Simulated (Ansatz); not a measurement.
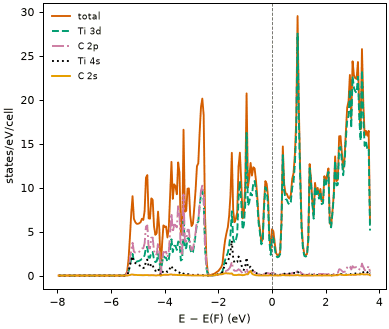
*Total and projected density of states of Ti$_{2}$C in space group Fd-3m (No. 227; Ti on 32e, C on 16d), the program Ansatz at the r²SCAN level (PAW)*

**Question.** Which orbitals carry the states next to the Fermi level?

**Answer.** Within 0.5 eV of the Fermi level: Ti 3d 91 %. Projections are on Löwdin-orthogonalised atomic valence shells; empty p or d shells of many metals are not among them.

**Question.** Where is the tallest occupied peak in this window, and what makes it?

**Answer.** Near -0.9 eV, about 21 states/eV per cell; the largest projected share is Ti 3d.

The first step of the workflow began from a Materials Project structure, measured or hypothetical; the Crystallography Open Database copy checked does not list it. Its standing as an ambient phase is unchecked. The r²SCAN relaxation kept the symmetry of its start; of distortions, only those at the zone centre were tested. The run is not spin-polarised.

Potentials: the later of the program's two PAW sets.
